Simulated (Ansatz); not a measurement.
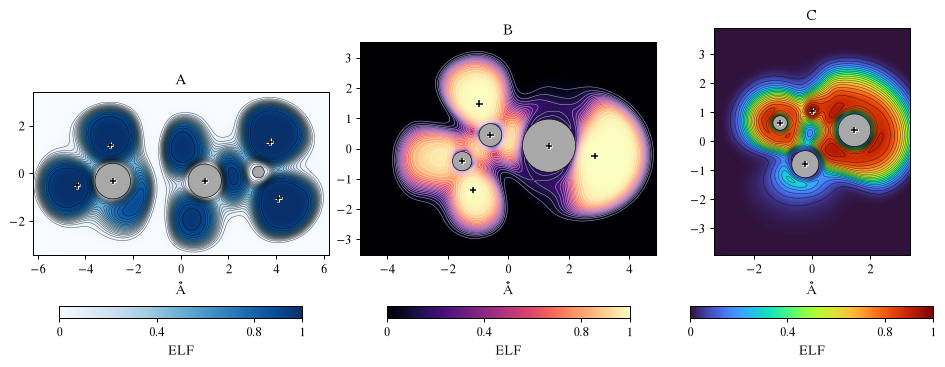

The ELF of 3 systems, each on a plane through atoms (crosses mark nuclei in the plane; grey discs cover the cores).

All numbers below come from RKS PBE0-D4/def2-TZVPP in Ansatz.

System 1: BFH4O2S, the plane of atoms F2, H5 and S6. A transition-state structure; geometry: PBE0-D4/def2-TZVP.

```yaml
atoms:
  - { symbol: B, position_ang: [-0.2073, -0.0688, 0.2739] }
  - { symbol: F, position_ang: [0.0662, 1.4957, -0.2270] }
  - { symbol: O, position_ang: [-1.5628, -0.2451, 0.3947] }
  - { symbol: O, position_ang: [0.6241, -0.3847, 1.3128] }
  - { symbol: H, position_ang: [0.5237, 0.9034, -1.1250] }
  - { symbol: S, position_ang: [0.6384, -0.6569, -1.5072] }
  - { symbol: H, position_ang: [-2.0925, 0.1817, -0.2796] }
  - { symbol: H, position_ang: [0.1412, -0.4520, 2.1406] }
  - { symbol: H, position_ang: [1.8691, -0.7733, -0.9832] }
```

System 2: CH3NZn (SMILES N=[CH][ZnH]), the molecular plane. Geometry: PBE0-D4/def2-TZVP.

```yaml
atoms:
  - { symbol: N, position_ang: [-0.8680, -0.9523, -0.9067] }
  - { symbol: C, position_ang: [-0.1798, 0.1009, -0.7070] }
  - { symbol: Zn, position_ang: [0.7030, 0.6368, 0.9690] }
  - { symbol: H, position_ang: [-0.9299, -1.5370, -0.0713] }
  - { symbol: H, position_ang: [-0.0987, 0.7470, -1.5927] }
  - { symbol: H, position_ang: [1.3734, 1.0047, 2.3087] }
```

System 3: H6Si2···AsH3, the plane of atoms H6, As7 and H12. The reactant side of a reaction path; geometry: PBE0-D4/def2-TZVP.

```xyz
12

Si   -0.6035    0.3150    0.3008
H     0.8783    0.3261    0.1569
H    -1.2007   -0.1610   -0.9752
H    -0.9713   -0.6279    1.3895
Si   -1.3676    2.4699    0.7976
H     2.6764   -2.3739   -0.1117
As    1.3984   -2.7928   -0.8223
H    -0.7681    2.9511    2.0716
H    -2.8489    2.4751    0.9385
H    -0.9912    3.4133   -0.2897
H     1.7401   -1.9608   -2.0491
H     2.0581   -4.0341   -1.4068
```

Which map belongs to which system?

Answer. Panel A is system 3, H6Si2···AsH3: the plane holds Si, H and As. Si1···As7 (3.86 Å): the ELF dips to about 0 between them; a non-bonded, intermolecular contact. Panel B is system 2, CH3NZn: the plane holds N, C, Zn and H. C–N (1.27 Å): the ELF peaks at about 0.90 between the atoms, as expected for a covalent bond. Panel C is system 1, BFH4O2S: the plane holds B, F, H and S. F2···H5 (1.17 Å): the ELF climbs to about 0.90 towards the hydrogen, as it does in any bond to H.
